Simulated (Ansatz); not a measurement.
Input file:

```
basis:
  gaussian:
    orbitals: def2-TZVPD
crystal:
  periodic: [false, false, false]
  atoms:
    - {symbol: C, position_ang: [-1.949350, -2.377690, -1.964686]}
    - {symbol: F, position_ang: [-1.800499, -4.885381, -3.260423]}
    - {symbol: Si, position_ang: [-1.005134, -3.724401, -2.589648]}
    - {symbol: Si, position_ang: [-2.854002, -1.033087, -1.337772]}
total_charge: 1
magnetization:
  spin_polarized: true
  initial_magnetization: 2
hamiltonian:
  xc: {name: PBE0}
output:
  forces: true
  orbitals: {seedname: orbitals}
```

Launched as:

```sh
ansatz run input.yaml --threads 2 --pin off --max-ram 4350MiB --events-out events.jsonl --progress --plain --runs-dir runs
```

Geometry: PBE0-D4/def2-TZVP.

These are results of Ansatz, isolated molecule in a Gaussian basis; Kohn-Sham density functional theory, functional PBE0, not measurements.

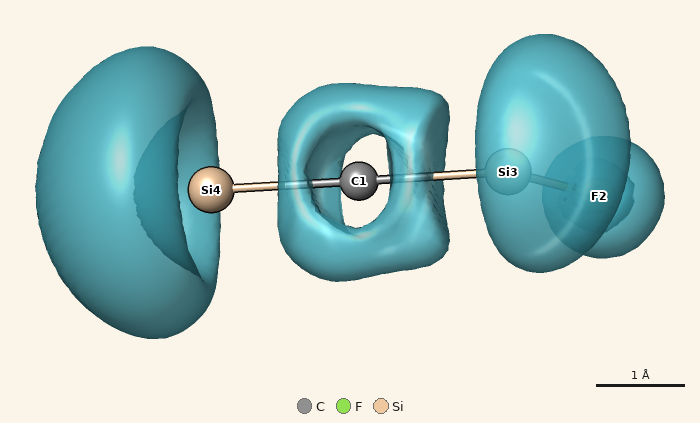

CFSi$_{2}$ (SMILES F[Si+]=C=[Si]) (charge +1, triplet). Isosurface of the electron localisation function at 0.8 (cyan), seen from one side. Core shells and regions of very low density are left out.

> Describe the localisation domains.

At this value the surface marks out one region on C in which the atom's valence shell and bonds are merged, two lobes on Si, pointing away from the bonds (non-bonding electrons) and one region wrapped around F (its lone pairs, merged into a ring or cap). Along the contacts the grid gives the following. Si–F (1.56 Å): the ELF peaks at about 0.80 in the valence shell of F, 0.5 Å from its nucleus, and is about 0.50 at the midpoint. C–Si (1.74 Å): the ELF peaks at about 0.90 between the atoms (a covalent bond).
